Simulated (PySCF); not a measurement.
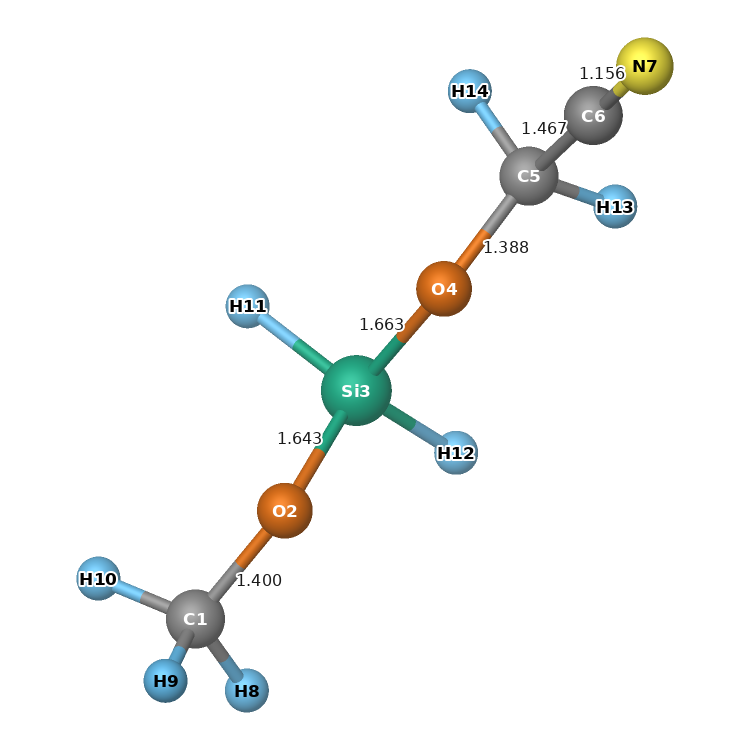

The numbers beside the sticks are distances in Å. Sticks don't show bond order. The geometry was computed by an optimisation with PBE0-D3(BJ)/def2-SVP. No frequency run is at hand to confirm it as a minimum.

Assign a bond order to each marked bond.

Answer. C1–O2 single; O2–Si3 single; Si3–O4 single; O4–C5 single; C5–C6 single; C6–N7 triple.

Give the structure as SMILES.

Answer. CO[SiH2]OCC#N
